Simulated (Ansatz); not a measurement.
**Run report: C3H10O3Si, molecular dynamics (part 3 of 3)**

The same run, continued: C3H10O3Si; RKS PBE0-D4/STO-3G (Ansatz 0.2.0). It belongs to a series of runs on one base structure; here: dynamics from the last frame of an earlier run.

Geometry of the input (Å):
```
Si -0.3058  -0.1872  0.0054
O  -0.0256  -0.3051  1.5842
C  -1.1742  0.0373  2.4553
H  -1.9458  -0.6929  2.7965
H  -0.5090  0.4278  3.2756
H  -1.7888  0.9109  2.0389
O  1.1531  -0.3215  -0.9568
C  1.9119  -1.4567  -0.5761
H  1.3263  -2.3848  -0.7216
H  2.8311  -1.5599  -1.2145
H  2.1815  -1.3645  0.5395
H  -0.9015  1.2107  -0.3168
O  -1.6127  -1.1440  -0.5394
C  -1.4633  -2.5364  0.0546
H  -2.2251  -2.6105  0.9535
H  -1.5058  -3.3182  -0.7958
H  -0.4342  -2.6405  0.4612
```

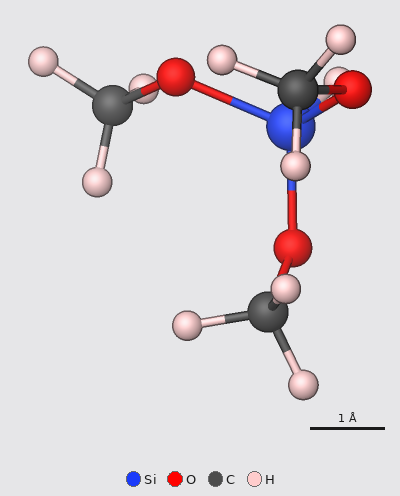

**Figure 1.** The geometry at step 247 of the log (ball-and-stick view, seen at a tilt).

**The program's output, continued**
```
md step   237: t =   118.50 fs  T =   297.8 K  F+E_penalty+E_count = -17066.28445466 eV  E_kin = 0.654290 eV  (27 SCF iters)
md step   238: t =   119.00 fs  T =   268.9 K  F+E_penalty+E_count = -17066.26682627 eV  E_kin = 0.590941 eV  (27 SCF iters)
md step   239: t =   119.50 fs  T =   271.9 K  F+E_penalty+E_count = -17066.25603372 eV  E_kin = 0.597387 eV  (27 SCF iters)
md step   240: t =   120.00 fs  T =   228.6 K  F+E_penalty+E_count = -17066.24986857 eV  E_kin = 0.502226 eV  (28 SCF iters)
md step   241: t =   120.50 fs  T =   215.9 K  F+E_penalty+E_count = -17066.26030233 eV  E_kin = 0.474369 eV  (27 SCF iters)
md step   242: t =   121.00 fs  T =   214.1 K  F+E_penalty+E_count = -17066.28502065 eV  E_kin = 0.470391 eV  (28 SCF iters)
md step   243: t =   121.50 fs  T =   233.1 K  F+E_penalty+E_count = -17066.31489689 eV  E_kin = 0.512143 eV  (28 SCF iters)
md step   244: t =   122.00 fs  T =   249.1 K  F+E_penalty+E_count = -17066.33599696 eV  E_kin = 0.547446 eV  (28 SCF iters)
md step   245: t =   122.50 fs  T =   262.9 K  F+E_penalty+E_count = -17066.33722110 eV  E_kin = 0.577799 eV  (28 SCF iters)
md step   246: t =   123.00 fs  T =   244.6 K  F+E_penalty+E_count = -17066.31512012 eV  E_kin = 0.537497 eV  (24 SCF iters)
md step   247: t =   123.50 fs  T =   236.0 K  F+E_penalty+E_count = -17066.28396276 eV  E_kin = 0.518529 eV  (28 SCF iters)
md step   248: t =   124.00 fs  T =   220.2 K  F+E_penalty+E_count = -17066.26201335 eV  E_kin = 0.483936 eV  (27 SCF iters)
md step   249: t =   124.50 fs  T =   210.0 K  F+E_penalty+E_count = -17066.26261886 eV  E_kin = 0.461540 eV  (27 SCF iters)
these checks for a lower state are left out or cut short: starts, cluster_reference, orbital_swaps, neighbouring_geometries, increment
737 factors; integrals over basis functions are off by at most 2.1e-5 eV
mean field -17065.96058711 eV, -627.1624838528 hartree, gradient 1.0e-5 eV, S^2 0.000000; 0 other end points of the search recorded, 0 dependent functions left out
the calculation of the forces begins
reference -17065.96060921 eV, -627.1624846648 hartree; 33, 33 occupied and 16, 16 virtual orbitals, 737 factors
737 factors; integrals over basis functions are off by at most 2.1e-5 eV
mean field evaluation 1984: about -17065.9980 eV, gradient 2.3e0 eV
mean field -17065.96058711 eV, -627.1624838528 hartree, gradient 1.0e-5 eV, S^2 0.000000; 1 other end points of the search recorded, 0 dependent functions left out
the calculation of the forces begins
reference -17065.96060921 eV, -627.1624846648 hartree; 33, 33 occupied and 16, 16 virtual orbitals, 737 factors
md step   250: t =   125.00 fs  T =   222.8 K  F+E_penalty+E_count = -17066.28076483 eV  E_kin = 0.489641 eV  (24 SCF iters)
```

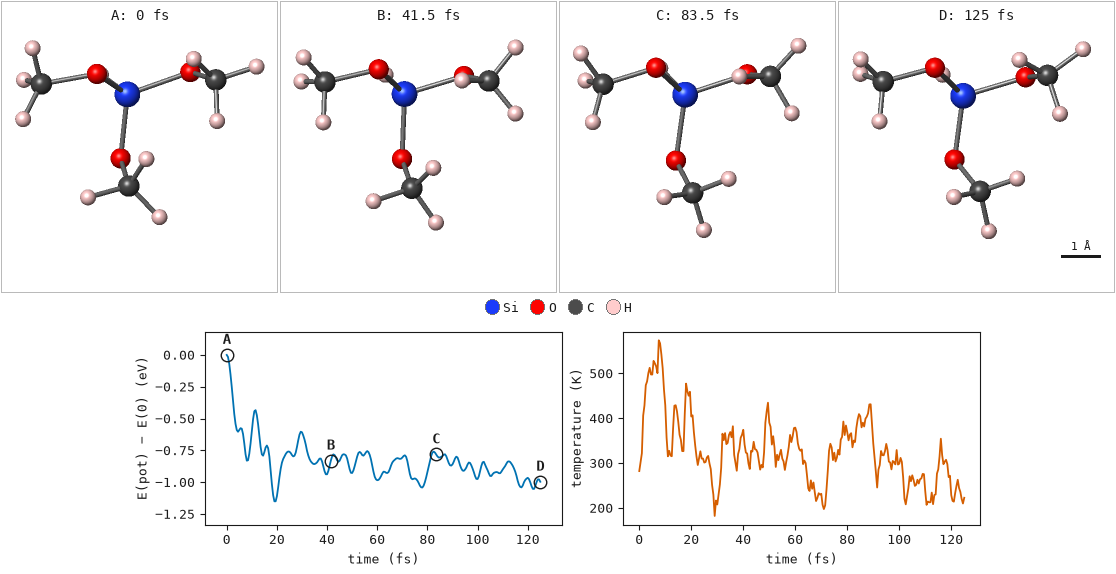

**Figure 2.** Frames of the molecular dynamics (ball-and-stick, seen on its broad side) above the curves, on which the letters mark them. The trajectory kept here has 251 frames over 125 fs. The temperature starts at 282 K, ranges from 182 to 574 K and averages 293 K over the second half. The potential energy ends 0.996 eV below its first value. After an unweighted best fit of the last frame on the first, the root-mean-square displacement is 0.44 Å, and H17 has moved furthest (0.99 Å).

```
Total energy: -17066.28078693 eV, -627.1742509790 hartree
Atom 0 at    -0.541557    -0.242060    -0.014622 Å, force     1.332115    -0.100976     0.379307 eV/Å
Atom 1 at     0.021605    -0.108480     1.614216 Å, force     1.265916    -0.333218    -1.131364 eV/Å
Atom 2 at    -1.040545     0.205189     2.480310 Å, force    -1.623756     3.295690    -0.310481 eV/Å
Atom 3 at    -1.727232    -0.610396     2.547341 Å, force    -1.430468    -1.202106     0.524994 eV/Å
Atom 4 at    -0.737137     0.513128     3.487943 Å, force     0.780364    -0.507530     0.385465 eV/Å
Atom 5 at    -1.642798     1.141327     2.153878 Å, force     0.559344    -1.394910     0.145387 eV/Å
Atom 6 at     0.860540    -0.710246    -0.881787 Å, force     0.245027    -0.437953     0.005060 eV/Å
Atom 7 at     1.766958    -1.657619    -0.209479 Å, force     0.320957     0.410511    -0.604290 eV/Å
Atom 8 at     1.428273    -2.731803    -0.281541 Å, force     0.240175     0.659730    -0.121422 eV/Å
Atom 9 at     2.796885    -1.568251    -0.732370 Å, force    -1.642865    -0.163613     0.951740 eV/Å
Atom 10 at     1.864787    -1.420263     0.876352 Å, force     0.265042    -0.091187    -0.274373 eV/Å
Atom 11 at    -0.967455     1.054282    -0.521983 Å, force    -0.072550    -0.318055     0.023880 eV/Å
Atom 12 at    -1.866878    -1.265584    -0.223610 Å, force    -0.388467     0.171619    -0.627432 eV/Å
Atom 13 at    -1.657000    -2.677101    -0.054445 Å, force    -1.257812    -1.119807     0.508938 eV/Å
Atom 14 at    -1.849658    -2.936264     1.023818 Å, force     0.212211    -0.251854    -0.567883 eV/Å
Atom 15 at    -2.385462    -3.304049    -0.680530 Å, force     0.539078     1.218464     0.738011 eV/Å
Atom 16 at    -0.678820    -3.083526    -0.333141 Å, force     0.655688     0.165198    -0.025536 eV/Å
Dipole moment:    -0.065446    -0.162568     0.150783 e Å
```

**Trajectory as extended XYZ (Å, eV, eV/Å), 6 of the 251 frames kept, from step=0 to step=250**
```
17
Properties=species:S:1:pos:R:3:forces:R:3 step=0 time_fs=0.0 energy=-17065.28429 temperature=282.4
Si   -0.3058   -0.1872    0.0054   -1.6687   3.2925  -4.8484
O    -0.0256   -0.3051    1.5842   -0.3715  -1.3857   3.0637
C    -1.1742    0.0373    2.4553    1.6534   2.5440  -0.4353
H    -1.9458   -0.6929    2.7965    0.9326  -0.5917  -0.3232
H    -0.5090    0.4278    3.2756   -1.8024  -0.2036   0.5315
H    -1.7888    0.9109    2.0388    0.8460  -0.8665   0.4302
O     1.1531   -0.3215   -0.9568   -1.6544   1.3806   0.1789
C     1.9119   -1.4567   -0.5761    0.7048  -0.8231   1.6085
H     1.3263   -2.3848   -0.7216    0.2598  -0.4386   0.1472
H     2.8311   -1.5599   -1.2145   -0.4439   0.3554   0.5526
H     2.1815   -1.3645    0.5395    0.2397  -0.6609  -1.4285
H    -0.9015    1.2107   -0.3168    1.1010  -1.8285   0.3332
O    -1.6127   -1.1440   -0.5394    0.3647  -2.1077   0.6707
C    -1.4633   -2.5364    0.0546   -0.3222   1.3471  -0.2713
H    -2.2251   -2.6105    0.9534    1.3752  -0.6429  -2.2084
H    -1.5058   -3.3182   -0.7958   -0.8374   1.0006   1.5867
H    -0.4342   -2.6405    0.4612   -0.3770  -0.3710   0.4119
17
Properties=species:S:1:pos:R:3:forces:R:3 step=50 time_fs=25.0 energy=-17066.04471 temperature=301.2
Si   -0.3907   -0.1162   -0.0631    0.3982   0.7203  -0.9813
O     0.1089   -0.2298    1.6060   -1.7427  -0.2385  -0.5432
C    -1.1033    0.0758    2.4110    1.0725   2.0535  -0.9458
H    -1.8484   -0.7159    2.6169    0.2331  -0.2157  -0.3320
H    -0.6893    0.4562    3.3418   -0.0530  -0.2219   1.0772
H    -1.6036    0.9918    1.9784   -0.2780  -0.9426   0.3251
O     1.0629   -0.4513   -0.8921   -0.5839   1.0121  -1.1348
C     1.8535   -1.5533   -0.4243   -0.1944   0.7148   1.0846
H     1.5563   -2.5342   -0.8747    0.1274   0.2052   0.4090
H     2.9150   -1.3381   -0.6943   -0.2948  -0.2813   0.0737
H     1.7572   -1.5254    0.6940    0.5456  -1.0715  -0.4048
H    -0.9739    1.1746   -0.6669    1.0225  -1.4270   1.1117
O    -1.6087   -1.2004   -0.5170   -0.3774  -0.6465   0.8329
C    -1.4700   -2.5394    0.0881    1.9696   1.5658  -2.0418
H    -2.1151   -2.7120    0.9047   -1.9179  -0.2917   1.5124
H    -1.6539   -3.2325   -0.7375   -0.2270  -0.7195   0.0637
H    -0.4633   -2.7270    0.4898    0.3003  -0.2153  -0.1067
17
Properties=species:S:1:pos:R:3:forces:R:3 step=100 time_fs=50.0 energy=-17066.21190 temperature=390.4
Si   -0.3692   -0.1861   -0.1202   -0.5133   2.1314   1.5595
O     0.1056   -0.1094    1.5333    1.0720  -0.9076  -1.0127
C    -0.9749    0.1696    2.4184   -0.0958   0.2406  -1.8673
H    -1.5408   -0.7280    2.6744   -0.7911  -0.3482   0.2016
H    -0.5428    0.5721    3.3017    0.5178   0.6851   1.8208
H    -1.5956    0.9490    1.9508   -0.9428   0.0854   0.5316
O     1.0230   -0.5262   -0.9020    1.1806   0.6658  -1.4296
C     1.7828   -1.5784   -0.3367    0.5140  -0.5761   0.5772
H     1.5777   -2.5202   -0.8956    0.3623  -0.1369   0.4613
H     2.8620   -1.3451   -0.3725    0.1734  -0.0266  -0.6185
H     1.6121   -1.6905    0.7523   -0.3598  -0.4927   0.0292
H    -0.7088    1.2045   -0.5457   -0.2829  -1.2657   0.0190
O    -1.6031   -1.2548   -0.4590   -0.9217  -0.7730   0.0111
C    -1.5168   -2.6131    0.0844   -0.1980   0.5326  -0.0978
H    -2.1377   -2.7218    1.0135    0.2218   0.1241  -0.3923
H    -1.9712   -3.2823   -0.6967    0.5640   0.1291   0.5861
H    -0.4813   -2.9422    0.3568   -0.5006  -0.0673  -0.3792
17
Properties=species:S:1:pos:R:3:forces:R:3 step=150 time_fs=75.0 energy=-17066.25436 temperature=323.4
Si   -0.3717   -0.2127   -0.0770   -1.2792   0.2850  -0.2009
O     0.0973   -0.1060    1.5943   -0.4432   0.2915  -0.0565
C    -1.0489    0.2394    2.4603   -0.1333  -1.0055  -0.3268
H    -1.6295   -0.7114    2.6917    0.2202   0.9863  -0.1455
H    -0.6706    0.6210    3.4559   -0.2083  -0.0546  -1.0461
H    -1.7621    0.9771    1.9815    0.5646  -0.4167   0.6629
O     1.0980   -0.5380   -0.9595   -0.8513  -0.7922   1.1285
C     1.8274   -1.6538   -0.2933   -2.0703  -0.0551  -0.9308
H     1.6320   -2.6570   -0.7478    0.0415   0.5146  -0.2972
H     2.8542   -1.4086   -0.4332    1.8231   0.0335   0.1249
H     1.5838   -1.7940    0.7635    0.1993   0.3850   0.6475
H    -1.0030    1.0415   -0.5928    0.8188  -0.7983   0.3413
O    -1.7563   -1.2626   -0.3280    1.0038   0.7327   0.3990
C    -1.6333   -2.6355    0.1522   -0.0217   1.3692   0.3260
H    -2.0225   -2.7841    1.1985    0.4622   0.1091  -0.5391
H    -2.2510   -3.2103   -0.5223   -0.6458  -0.9350  -0.4420
H    -0.6089   -2.9927    0.0523    0.5197  -0.6494   0.3548
17
Properties=species:S:1:pos:R:3:forces:R:3 step=200 time_fs=100.0 energy=-17066.25931 temperature=298.7
Si   -0.4261   -0.2087    0.0459   -1.1848  -0.4191  -1.6155
O     0.1103   -0.0951    1.6323    0.6123   0.6060  -0.0063
C    -0.9874    0.2892    2.4487   -2.0778  -2.1928   1.4029
H    -1.5881   -0.6564    2.7097    0.6283   1.1830   0.1525
H    -0.6744    0.7539    3.3837    0.6332   0.0163   0.5709
H    -1.7578    0.9630    2.0684   -0.1205   0.6743  -0.9125
O     0.9000   -0.6739   -0.8146    1.6433  -0.9080  -0.8821
C     1.8270   -1.6837   -0.3054   -0.9533   0.1906   0.0314
H     1.5545   -2.7351   -0.6363    0.2175   0.8798   0.2386
H     2.8200   -1.4301   -0.7370   -0.0887  -0.2466   0.2687
H     1.8833   -1.6748    0.8132    0.2050  -0.1030  -0.4456
H    -0.8569    0.9832   -0.7000    0.1204  -0.1753   0.8206
O    -1.7933   -1.2134   -0.2408    0.2198  -0.1514   0.4942
C    -1.6433   -2.6441    0.0251    0.1678   0.6892  -0.9898
H    -1.8170   -2.9277    1.0722    0.4018   0.0084   0.5391
H    -2.4485   -3.1479   -0.5382   -0.0307  -0.0569  -0.1639
H    -0.6760   -3.0564   -0.3597   -0.3935   0.0055   0.4969
17
Properties=species:S:1:pos:R:3:forces:R:3 step=250 time_fs=125.0 energy=-17066.28076 temperature=222.8
Si   -0.5416   -0.2421   -0.0146    1.3321  -0.1010   0.3793
O     0.0216   -0.1085    1.6142    1.2659  -0.3332  -1.1314
C    -1.0405    0.2052    2.4803   -1.6238   3.2957  -0.3105
H    -1.7272   -0.6104    2.5473   -1.4305  -1.2021   0.5250
H    -0.7371    0.5131    3.4879    0.7804  -0.5075   0.3855
H    -1.6428    1.1413    2.1539    0.5593  -1.3949   0.1454
O     0.8605   -0.7102   -0.8818    0.2450  -0.4380   0.0051
C     1.7670   -1.6576   -0.2095    0.3210   0.4105  -0.6043
H     1.4283   -2.7318   -0.2815    0.2402   0.6597  -0.1214
H     2.7969   -1.5683   -0.7324   -1.6429  -0.1636   0.9517
H     1.8648   -1.4203    0.8764    0.2650  -0.0912  -0.2744
H    -0.9675    1.0543   -0.5220   -0.0726  -0.3181   0.0239
O    -1.8669   -1.2656   -0.2236   -0.3885   0.1716  -0.6274
C    -1.6570   -2.6771   -0.0544   -1.2578  -1.1198   0.5089
H    -1.8497   -2.9363    1.0238    0.2122  -0.2519  -0.5679
H    -2.3855   -3.3040   -0.6805    0.5391   1.2185   0.7380
H    -0.6788   -3.0835   -0.3331    0.6557   0.1652  -0.0255
```
